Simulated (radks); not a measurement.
System: the hafnium ion Hf²⁺, configuration [Xe] 4f14 5d2. Theory: scalar-relativistic Kohn-Sham, SOGGA, spin-unpolarised, spherical densities, finite nucleus (computed with the in-house radial solver radks).

```
Z 72
configuration [Xe] 4f14 5d2
relativity scalar-relativistic
functional sogga,pbe
spin unpolarised
nucleus finite rms 5.347 fm
c 137.035999084
```

Launched within a batch that task.json describes:
```bash
python run_ks.py task.json out
```

Wanted: the number of electrons inside radius r (solid) and the radial density 4πr²ρ (dashed).

The count levels off at 70 electrons. Half of them lie within 0.391 bohr, 90 % within 1.23 bohr and 99 % within 2.51 bohr. The radial density has minima at 0.0249, 0.106 and 0.309 bohr, where the count stands at 1.9, 11.1 and 29.8; these part the shells that the density resolves.

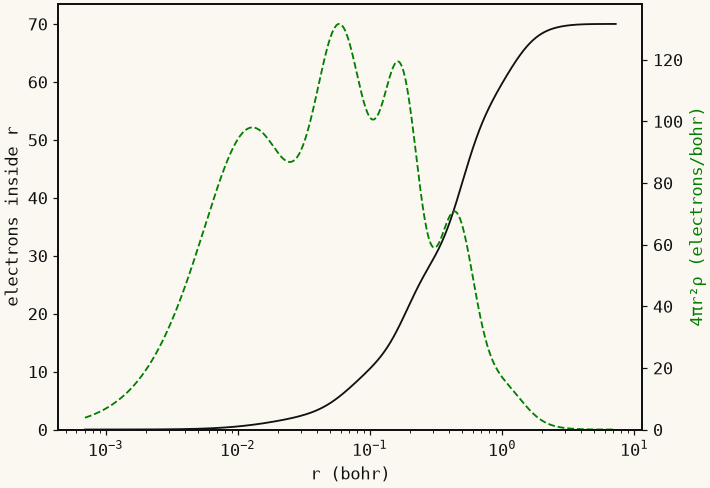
